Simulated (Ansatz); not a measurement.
## Response to strain in CdS

Take CdS in the wurtzite structure (space group P6_3mc, No. 186; a = 4.074 Å, c = 6.637 Å) as the base.

Strains are applied to the cell and any free atomic positions relax.

Computed with Kohn–Sham DFT with the LDA functional, run in Ansatz (a program for electronic structure) with PAW and 420 eV plane waves, no spin-orbit coupling.

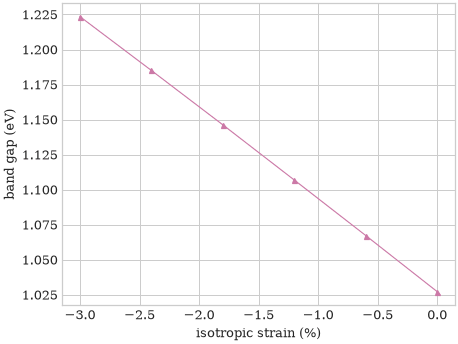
Figure: Band gap against isotropic strain

**Question.** From the plot, what is the band gap for isotropic strain −3.00 %?

**Answer.** About 1.22 eV.

**Question.** Is the trend monotonic over the range shown?

**Answer.** Yes, it falls throughout, spanning 1.03 eV to 1.22 eV.

Whether these cells are dynamically stable was not tested.
